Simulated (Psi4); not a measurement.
**Single-point calculation of Si2H5Cl**

Si2H5Cl, SMILES [SiH3][SiH2]Cl, computed with MP3/cc-pVDZ, RHF (Psi4 1.11).

A bond length was changed on purpose from its optimised value.

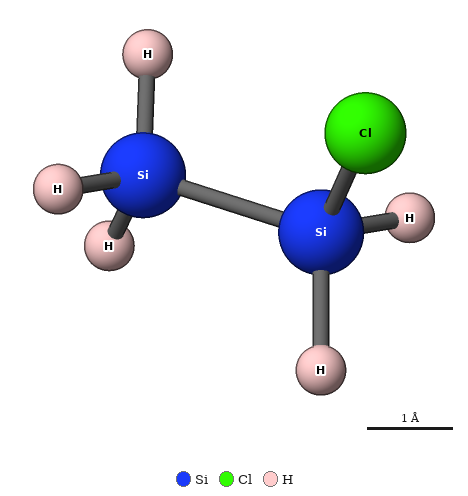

*The input geometry (ball-and-stick view, seen at a tilt).*

## Key numbers

```json
{"quantity": "outcome", "value": "converged"}
{"quantity": "total energy", "value": "−1040.690139 hartree"}
{"quantity": "SCF energy", "value": "−1040.303469 hartree"}
{"quantity": "MP2 energy", "value": "−1040.642145 hartree"}
{"quantity": "correlation energy", "value": "−0.386670 hartree"}
{"quantity": "basis functions", "value": "79"}
{"quantity": "HOMO of the SCF reference", "value": "−10.94 eV"}
{"quantity": "LUMO of the SCF reference", "value": "2.97 eV"}
{"quantity": "hardware", "value": "1 thread of AMD EPYC (Zen 3), 64 GiB of memory available, shared host"}
{"quantity": "wall time", "value": "20 s"}
{"quantity": "peak memory", "value": "0.48 GiB"}
```

## Input (job.py)
```python
import psi4

psi4.set_memory(2200000000)
psi4.set_num_threads(1)
psi4.set_output_file('run.log', False)

m = psi4.geometry("""
Si    -1.16067168     1.86028608    -1.06800140
Si     1.25798879    -1.58014930     0.28542045
Cl     4.76947788    -0.28398615     1.38543003
H     -3.70518790     0.96890227    -1.86678863
H      0.10960223     3.10542662    -3.24061952
H     -1.44035114     3.70069035     1.03412994
H     -0.07899055    -3.06664756     2.81833754
H      1.64311498    -3.45494659    -1.76644417
units bohr
symmetry c1
""")

psi4.set_options({
    'basis': 'cc-pVDZ',
    'puream': True,
    'e_convergence': 1e-09,
    'd_convergence': 1e-08,
    'scf_type': 'pk',
    'num_frozen_docc': 15,
    'mp_type': 'conv',
})

e_tot, wfn = psi4.energy("mp3", return_wfn=True)
print('E =', round(e_tot, 9))
for k, v in sorted(psi4.core.scalar_variables().items()):
    print(f'{k:45s} {v:18.10f}')
```

Command:
```bash
python job.py
```

## The program's output
```
h
    h
    h

    -----------------------------------------------------------------------

    Memory:     2.0 GiB
    Threads:    1
                ecpint, einsums, f̶o̶r̶t̶e̶, gauxc, gcp, g̶d̶m̶a̶, geometric, g̶p̶u̶_̶d̶f̶c̶c̶,
                i̶n̶t̶e̶g̶r̶a̶t̶o̶r̶x̶x̶, i̶p̶i̶, libefp, m̶d̶i̶, m̶p̶2̶d̶, m̶r̶c̶c̶, ooo,
                o̶p̶e̶n̶f̶e̶r̶m̶i̶o̶n̶p̶s̶i̶4̶, pcmsolver, p̶s̶i̶4̶f̶o̶c̶k̶c̶i̶, p̶s̶i̶x̶a̶s̶,
                p̶y̶e̶i̶n̶s̶u̶m̶s̶, r̶e̶s̶p̶, s̶i̶m̶i̶n̶t̶, s̶n̶s̶m̶p̶2̶,
                v̶2̶r̶d̶m̶_̶c̶a̶s̶s̶c̶f̶

   => Loading Basis Set <=

    Name: CC-PVDZ
    Role: ORBITAL
    Keyword: BASIS

         ---------------------------------------------------------
                                   SCF
                              RHF Reference
                        1 Threads,   2098 MiB Core
         ---------------------------------------------------------

  ==> Geometry <==

    Molecular point group: c1
    Full point group: C1

    Geometry (in Bohr), charge = 0, multiplicity = 1:

       Center              X                  Y                   Z               Mass
    ------------   -----------------  -----------------  -----------------  -----------------
         SI          -2.890597234677     1.868936087401    -1.312970273326    27.976926534650
         SI          -0.471936764677    -1.571499292599     0.040451576674    27.976926534650
         CL           3.039552325323    -0.275336142599     1.140461156674    34.968852682000
         H           -5.435113454677     0.977552277401    -2.111757503326     1.007825032230
         H           -1.620323324677     3.114076627401    -3.485588393326     1.007825032230
         H           -3.170276694677     3.709340357401     0.789161066674     1.007825032230
         H           -1.808916104677    -3.057997552599     2.573368666674     1.007825032230
         H           -0.086810574677    -3.446296582599    -2.011413043326     1.007825032230

  Running in c1 symmetry.

  Rotational constants: A =      0.35213  B =      0.07543  C =      0.06519 [cm^-1]
  Rotational constants: A =  10556.68163  B =   2261.40841  C =   1954.25188 [MHz]
  Nuclear repulsion =  190.542387099700193

  Charge       = 0
  Multiplicity = 1
  Electrons    = 50
  Nalpha       = 25
  Nbeta        = 25

  ==> Algorithm <==

  SCF Algorithm Type is PK.
  DIIS enabled.
  MOM disabled.
  Fractional occupation disabled.
  Guess Type is SAD.
  Energy threshold   = 1.00e-09
  Density threshold  = 1.00e-08
  Integral threshold = 1.00e-12

  ==> Primary Basis <==

  Basis Set: CC-PVDZ
    Blend: CC-PVDZ
    Number of shells: 39
    Number of basis functions: 79
    Number of Cartesian functions: 82
    Spherical Harmonics?: true
    Max angular momentum: 2

  ==> Integral Setup <==

  Using in-core PK algorithm.
   Calculation information:
      Number of atoms:                   8
      Number of AO shells:              39
      Number of primitives:            175
      Number of atomic orbitals:        82
      Number of basis functions:        79

      Integral cutoff                 1.00e-12
      Number of threads:                 1

  Performing in-core PK
  Using 9988760 doubles for integral storage.
  We computed 292277 shell quartets total.
  Whereas there are 304590 unique shell quartets.

  ==> DiskJK: Disk-Based J/K Matrices <==

    J tasked:                  Yes
    K tasked:                  Yes
    wK tasked:                  No
    Memory [MiB]:             1573
    Schwarz Cutoff:          1E-12

  Minimum eigenvalue in the overlap matrix is 7.0930729807E-03.
  Reciprocal condition number of the overlap matrix is 1.7369353588E-03.
    Using symmetric orthogonalization.

  ==> Pre-Iterations <==

  SCF Guess: Superposition of Atomic Densities via on-the-fly atomic UHF (no occupation information).

   -------------------------
    Irrep   Nso     Nmo
   -------------------------
     A         79      79
   -------------------------
    Total      79      79
   -------------------------

  ==> Iterations <==

                        Total Energy        Delta E     RMS |[F,P]|

   @RHF iter SAD: -1039.68797729800508   -1.03969e+03   0.00000e+00
   @RHF iter   1: -1040.26289294389585   -5.74916e-01   2.20082e-03 ADIIS/DIIS
   @RHF iter   2: -1040.29863678146535   -3.57438e-02   7.29865e-04 ADIIS/DIIS
   @RHF iter   3: -1040.30276357026037   -4.12679e-03   2.72714e-04 ADIIS/DIIS
   @RHF iter   4: -1040.30345099001829   -6.87420e-04   4.03161e-05 DIIS
   @RHF iter   5: -1040.30346847434657   -1.74843e-05   9.70526e-06 DIIS
   @RHF iter   6: -1040.30346938080106   -9.06454e-07   2.06377e-06 DIIS
   @RHF iter   7: -1040.30346942275924   -4.19582e-08   5.48179e-07 DIIS
   @RHF iter   8: -1040.30346942624419   -3.48496e-09   1.34252e-07 DIIS
   @RHF iter   9: -1040.30346942646293   -2.18733e-10   3.02212e-08 DIIS
   @RHF iter  10: -1040.30346942647179   -8.86757e-12   8.72739e-09 DIIS
  Energy and wave function converged.

  ==> Post-Iterations <==

    Orbital Energies [Eh]
    ---------------------

    Doubly Occupied:

       1A   -104.825485     2A    -68.840926     3A    -68.790975
       4A    -10.554413     5A     -8.021471     6A     -8.018882
       7A     -8.018871     8A     -6.184286     9A     -6.142552
      10A     -4.291267    11A     -4.289546    12A     -4.289023
      13A     -4.248299    14A     -4.248261    15A     -4.248226
      16A     -1.099632    17A     -0.762448    18A     -0.678124
      19A     -0.534026    20A     -0.516634    21A     -0.496642
      22A     -0.490721    23A     -0.488032    24A     -0.440078
      25A     -0.402182

    Virtual:

      26A      0.109304    27A      0.122202    28A      0.142448
      29A      0.166364    30A      0.187675    31A      0.192727
      32A      0.207545    33A      0.349573    34A      0.394888
      35A      0.398757    36A      0.424282    37A      0.426489
      38A      0.446940    39A      0.457721    40A      0.466020
      41A      0.493081    42A      0.582776    43A      0.592688
      44A      0.611930    45A      0.613377    46A      0.625135
      47A      0.667513    48A      0.679848    49A      0.690309
      50A      0.738291    51A      0.806996    52A      0.819789
      53A      0.868665    54A      0.932101    55A      0.971077
      56A      1.001195    57A      1.035963    58A      1.074212
      59A      1.086446    60A      1.117998    61A      1.143479
      62A      1.148859    63A      1.164855    64A      1.471081
      65A      1.508945    66A      1.564045    67A      1.616680
      68A      1.622565    69A      1.689841    70A      1.752521
      71A      1.765013    72A      1.807069    73A      1.896677
      74A      1.901623    75A      2.032698    76A      2.125490
      77A      2.191752    78A      2.261630    79A      2.298106

    Final Occupation by Irrep:
              A
    DOCC [    25 ]
    NA   [    25 ]
    NB   [    25 ]

  @RHF Final Energy: -1040.30346942647179

   => Energetics <=

    Nuclear Repulsion Energy =            190.5423870997001927
    One-Electron Energy =               -1819.8497058409079727
    Two-Electron Energy =                 589.0038493147360441
    Total Energy =                      -1040.3034694264717928

Computation Completed

Properties will be evaluated at   0.000000,   0.000000,   0.000000 [a0]

Properties computed using the SCF density matrix

 Multipole Moments:

 ------------------------------------------------------------------------------------
     Multipole            Electronic (a.u.)      Nuclear  (a.u.)        Total (a.u.)
 ------------------------------------------------------------------------------------

 L = 1.  Multiply by 2.5417464519 to convert [e a0] to [Debye]
 Dipole X            :          6.9496427           -7.5245266           -0.5748839
 Dipole Y            :         -0.8109207            0.7800758           -0.0308448
 Dipole Z            :          2.3449779           -2.6736513           -0.3286734
 Magnitude           :                                                    0.6629247

 ------------------------------------------------------------------------------------

	total time  =          9 seconds =       0.15 minutes
 MINTS: Wrapper to libmints.

   Calculation information:
      Number of threads:                 1
      Number of atoms:                   8
      Number of AO shells:              39
      Number of SO shells:              39
      Number of primitives:            175
      Number of atomic orbitals:        82
      Number of basis functions:        79

      Number of irreps:                  1
      Integral cutoff                 1.00e-12
      Number of functions per irrep: [  79 ]

 OEINTS: Overlap, kinetic, potential, dipole, and quadrupole integrals
         stored in file 35.

      Computing two-electron integrals...done
      Computed 4659308 non-zero two-electron integrals.
        Stored in file 33.

  Module OCC Options:
  ----------------------------------------------------------------------------
  ACTIVE                        => (empty)
  BASIS_RELATIVISTIC            => (empty)
  BENCH                         => (empty)
  CACHELEVEL                    => (empty)
  CCL_ENERGY                    => (empty)
  CC_MAXITER                    => (empty)
  CC_TYPE                       => (empty)
  CEPA_OS_SCALE                 => (empty)
  CEPA_SOS_SCALE                => (empty)
  CEPA_SS_SCALE                 => (empty)
  CEPA_TYPE                     => (empty)
  CI_TYPE                       => (empty)
  CUBEPROP_BASIS_FUNCTIONS      => (empty)
  CUBEPROP_FILEPATH             => (empty)
  CUBEPROP_ISOCONTOUR_THRESHOLD => (empty)
  CUBEPROP_ORBITALS             => (empty)
  CUBEPROP_TASKS                => (empty)
  CUBIC_BASIS_TOLERANCE         => (empty)
  CUBIC_BLOCK_MAX_POINTS        => (empty)
  CUBIC_GRID_OVERAGE            => (empty)
  CUBIC_GRID_SPACING            => (empty)
  CUTOFF                        => (empty)
  DDX                           => (empty)
  DEBUG                         => (empty)
  DERTYPE                       => (empty)
  DF_BASIS_CC                   => (empty)
  DIE_IF_NOT_CONVERGED          => (empty)
  DIIS_MAX_VECS                 => (empty)
  DIIS_MIN_VECS                 => (empty)
  DKH_ORDER                     => (empty)
  DOCC                          => (empty)
  DO_DIIS                       => (empty)
  DO_LEVEL_SHIFT                => (empty)
  DO_SCS                        => (empty)
  DO_SOS                        => (empty)
  E3_SCALE                      => (empty)
  EA_POLES                      => (empty)
  EKT_EA                        => (empty)
  EKT_IP                        => (empty)
  EP_EA_POLES                   => (empty)
  EP_IP_POLES                   => (empty)
  EP_MAXITER                    => (empty)
  EXTERNAL_POTENTIAL_SYMMETRY   => (empty)
  E_CONVERGENCE                 => 1e-09           !
  FREEZE_CORE                   => (empty)
  FREEZE_CORE_POLICY            => (empty)
  FROZEN_DOCC                   => (empty)
  FROZEN_UOCC                   => (empty)
  INTEGRAL_PACKAGE              => (empty)
  IP_POLES                      => (empty)
  LEVEL_SHIFT                   => (empty)
  LITERAL_CFOUR                 => (empty)
  LS_THC_BASIS_TOLERANCE        => (empty)
  LS_THC_DF                     => (empty)
  LS_THC_PRUNING_SCHEME         => (empty)
  LS_THC_RADIAL_POINTS          => (empty)
  LS_THC_SPHERICAL_POINTS       => (empty)
  LS_THC_S_EPSILON              => (empty)
  LS_THC_WEIGHTS_TOLERANCE      => (empty)
  MAT_NUM_COLUMN_PRINT          => (empty)
  MAX_MOGRAD_CONVERGENCE        => (empty)
  MAX_RADIAL_MOMENT             => (empty)
  MBIS_D_CONVERGENCE            => (empty)
  MBIS_MAXITER                  => (empty)
  MBIS_PRUNING_SCHEME           => (empty)
  MBIS_RADIAL_POINTS            => (empty)
  MBIS_SPHERICAL_POINTS         => (empty)
  MOGRAD_DAMPING                => (empty)
  MOLDEN_WITH_VIRTUAL           => (empty)
  MO_MAXITER                    => (empty)
  MO_READ                       => (empty)
  MO_STEP_MAX                   => (empty)
  MO_WRITE                      => (empty)
  MP2_OS_SCALE                  => (empty)
  MP2_SOS_SCALE                 => (empty)
  MP2_SOS_SCALE2                => (empty)
  MP2_SS_SCALE                  => (empty)
  MP2_TYPE                      => (empty)
  MP_TYPE                       => CONV            !
  NAT_ORBS                      => (empty)
  NUM_FROZEN_DOCC               => 15              !
  NUM_FROZEN_UOCC               => (empty)
  NUM_GPUS                      => (empty)
  OCC_ORBS_PRINT                => (empty)
  OEPROP                        => (empty)
  OPT_METHOD                    => (empty)
  ORBITAL_OPTIMIZER_PACKAGE     => (empty)
  ORB_OPT                       => FALSE           !
  ORB_RESP_SOLVER               => (empty)
  ORTH_TYPE                     => (empty)
  OS_SCALE                      => (empty)
  PARENT_SYMMETRY               => (empty)
  PCG_BETA_TYPE                 => (empty)
  PCG_CONVERGENCE               => (empty)
  PCG_MAXITER                   => (empty)
  PCM                           => (empty)
  PE                            => (empty)
  PRINT                         => (empty)
  PRINT_NOONS                   => (empty)
  PROPERTIES                    => (empty)
  PROPERTIES_ORIGIN             => (empty)
  PUREAM                        => TRUE            !
  QC_MODULE                     => (empty)
  RAS1                          => (empty)
  RAS2                          => (empty)
  RAS3                          => (empty)
  RAS4                          => (empty)
  RELATIVISTIC                  => (empty)
  RELAXED                       => (empty)
  REMP_A                        => (empty)
  RESTRICTED_DOCC               => (empty)
  RESTRICTED_UOCC               => (empty)
  RMS_MOGRAD_CONVERGENCE        => (empty)
  R_CONVERGENCE                 => (empty)
  SCF_TYPE                      => PK              !
  SCREENING                     => (empty)
  SCS_TYPE                      => (empty)
  SOCC                          => (empty)
  SOS_TYPE                      => (empty)
  SPIN_SCALE_TYPE               => NONE            !
  SS_SCALE                      => (empty)
  SYMMETRIZE                    => (empty)
  TPDM_ABCD_TYPE                => (empty)
  WFN                           => (empty)
  WFN_TYPE                      => OMP3            !
  WRITER_FILE_LABEL             => (empty)
  ZORA_BASIS_TOLERANCE          => (empty)
  ZORA_NR_DEBUG                 => (empty)
  ZORA_PRUNING_SCHEME           => (empty)
  ZORA_RADIAL_POINTS            => (empty)
  ZORA_SPHERICAL_POINTS         => (empty)

 ==============================================================================
 ==============================================================================
 ==============================================================================

                             MP3

 ==============================================================================
 ==============================================================================
 ==============================================================================

	MO spaces per irreps...

	IRREP   FC    OCC   VIR  FV
	==============================
	   A    15    10    54    0
	==============================

	Computing MP2 energy using SCF MOs (Canonical MP2)...
	==============================================================================
	Nuclear Repulsion Energy (a.u.)    :   190.54238709970019
	SCF Energy (a.u.)                  : -1040.30346942647179
	REF Energy (a.u.)                  : -1040.30346942647179
	Alpha-Alpha Contribution (a.u.)    :    -0.03387106261775
	Alpha-Beta Contribution (a.u.)     :    -0.27093393542992
	Beta-Beta Contribution (a.u.)      :    -0.03387106261775
	Scaled_SS Correlation Energy (a.u.):    -0.02258070841183
	Scaled_OS Correlation Energy (a.u.):    -0.32512072251590
	SCS-MP2 Total Energy (a.u.)        : -1040.65117085739939
	SOS-MP2 Total Energy (a.u.)        : -1040.65568354253060
	SCSN-MP2 Total Energy (a.u.)       : -1040.42269556688620
	SCS-MP2-VDW Total Energy (a.u.)    : -1040.68413592643992
	SOS-PI-MP2 Total Energy (a.u.)     : -1040.68277693607365
	MP2 Correlation Energy (a.u.)      :    -0.33867606066541
	MP2 Total Energy (a.u.)            : -1040.64214548713721
	==============================================================================

	Computing MP3 energy using SCF MOs (Canonical MP3)...
	==============================================================================
	Nuclear Repulsion Energy (a.u.)    :   190.54238709970019
	SCF Energy (a.u.)                  : -1040.30346942647179
	REF Energy (a.u.)                  : -1040.30346942647179
	Alpha-Alpha Contribution (a.u.)    :    -0.03490141819234
	Alpha-Beta Contribution (a.u.)     :    -0.31686710856389
	Beta-Beta Contribution (a.u.)      :    -0.03490141819234
	MP2.5 Correlation Energy (a.u.)    :    -0.36267300280701
	MP2.5 Total Energy (a.u.)          : -1040.66614242927881
	SCS-MP3 Total Energy (a.u.)        : -1040.66316932847030
	3rd Order Energy (a.u.)            :    -0.04799388428319
	MP3 Correlation Energy (a.u.)      :    -0.38666994494856
	MP3 Total Energy (a.u.)            : -1040.69013937142040
	==============================================================================

	total time  =          2 seconds =       0.03 minutes
```

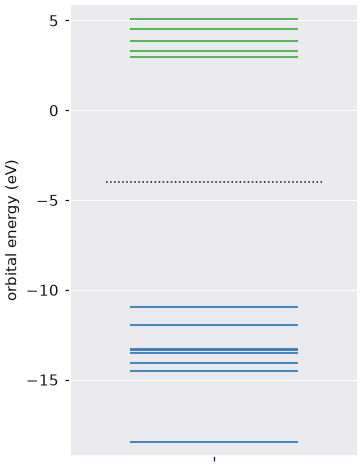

*Orbital energies near the frontier (SCF reference); the dotted line parts filled from empty levels, and levels within 0.02 eV of each other stand side by side.*

Highest filled −10.94 eV, lowest empty 2.97 eV, 13.91 eV apart.
